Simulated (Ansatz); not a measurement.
# C2H8N2OSi: what the fields show

```xyz
14

N    -2.8094    0.6471    0.2894
C    -1.6431   -0.0538    0.1403
C    -0.4021    0.4431    0.0545
Si    1.0905   -0.6431   -0.0545
N     2.1201    0.0015   -1.2800
O     2.0094   -0.7606    1.3213
H    -2.7833    1.6320    0.1231
H    -3.6572    0.2023    0.0084
H    -1.7947   -1.1294    0.1292
H    -0.2891    1.5266    0.0706
H     0.6269   -2.0346   -0.2651
H     1.7353    0.4078   -2.1101
H     3.0247   -0.3926   -1.4534
H     2.4764    0.0075    1.6097
```

All numbers below come from RHF/def2-SVP (Ansatz 0.2.0).

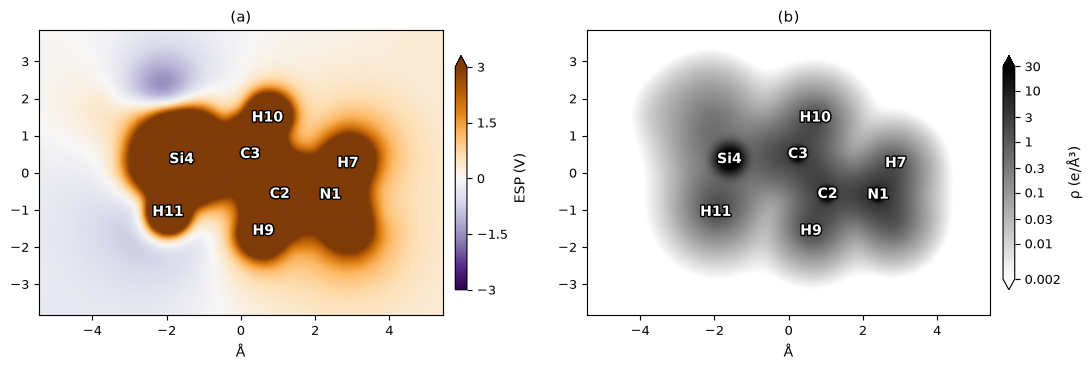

Figure 1. (a) molecular electrostatic potential; (b) total electron density on the plane of atoms N1, C2 and C3.

**Interpret the plot.**

- Atoms in the plane: N, C, Si and H.
- C–C (1.34 Å): ρ at the midpoint is about 2.3 e/Å³.
- C–N (1.37 Å): ρ at the midpoint is about 2.3 e/Å³.
- C–Si (1.85 Å): ρ at the midpoint is about 1 e/Å³.
- N–H (1.00 Å): ρ at the midpoint is about 2.9 e/Å³.
- Outside the dense part of the molecule the potential is most negative (−1.5 V) near N5, which lies off the plane.

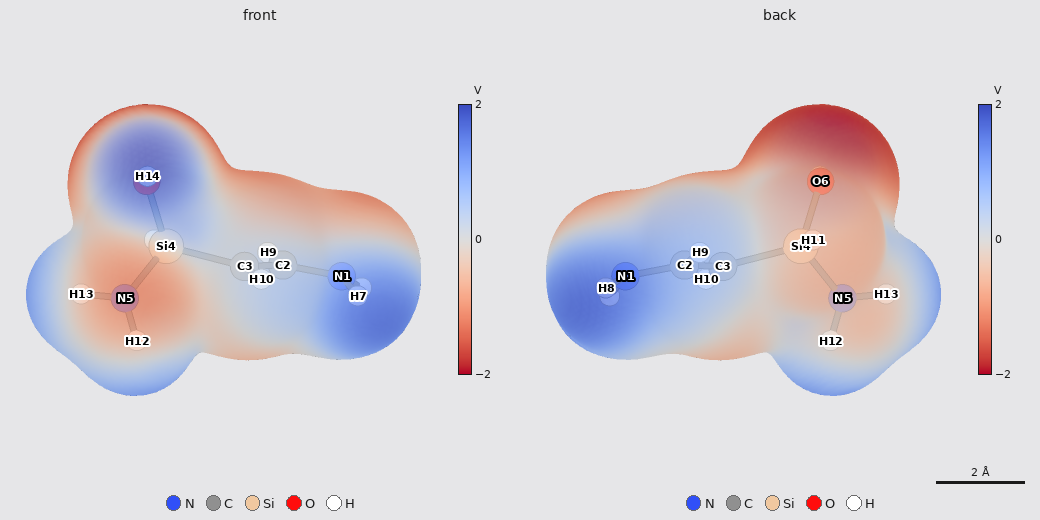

Figure 2. The electrostatic potential painted on the density surface at 0.001 e/bohr³, seen from the front and from behind; the colour scale runs from red (negative) to blue (positive).

**Where is the surface potential most negative and most positive?**

The most negative region (about −1.9 V) lies over O6, the most positive (about +1.7 V) over H8 and H14. O6 is the likeliest acceptor of a hydrogen bond.

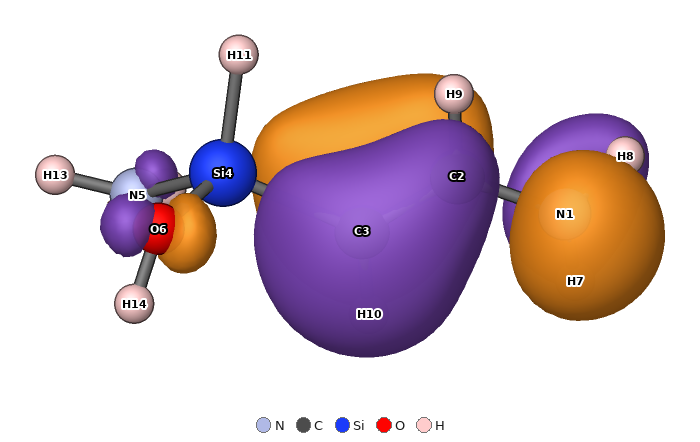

Figure 3. The HOMO at ±0.08 Å⁻³ᐟ² (orange and purple are the two phases), seen from one side.

**Where does this orbital lie, and at what energy?**

Its weight (Hirshfeld) is mainly on C3 (about 40 %), N1 (about 25 %) and C2 (about 20 %). Its energy is −8.67 eV.
